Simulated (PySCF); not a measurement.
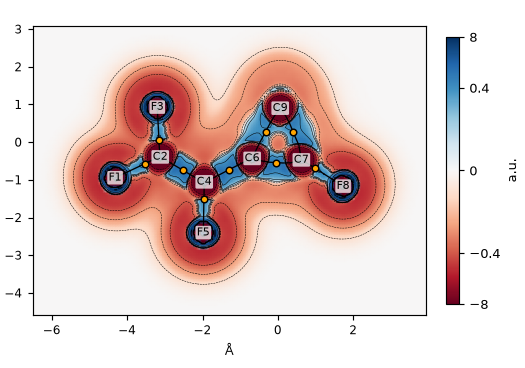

C$_{5}$H$_{2}$F$_{4}$, SMILES `FC(F)=C(F)C1=C(F)C1`. Negative Laplacian of the density (−∇²ρ) in a plane through 9 of the atoms (blue positive, red negative, colour scale in a.u., logarithmic beyond ±0.04), with bond paths and bond critical points (dots).

PySCF calculation, ωB97X/def2-SVP, gas phase; geometry: GFN2-xTB. No frequency check shows the geometry to be a minimum.

Q: At which bond critical points in this plane is charge locally concentrated, and at which depleted?

A: Concentrated (∇²ρ < 0): C2–C4 (−0.91 a.u.); C6–C7 (−0.71 a.u.); C4–C6 (−0.76 a.u.); C7–C9 (−0.41 a.u.); C6–C9 (−0.29 a.u.). Depleted (∇²ρ > 0): F1–C2 (+0.08 a.u., H = −0.412); C7–F8 (+0.34 a.u., H = −0.397); C2–F3 (+0.07 a.u., H = −0.406); C4–F5 (+0.05 a.u., H = −0.367). A positive Laplacian with clearly negative H marks a strongly polar covalent bond, whose critical point lies close to the core of the less electronegative atom.

Q: Where along C7–F8 does the critical point lie?

A: 0.43 Å from C7 and 0.88 Å from F8.
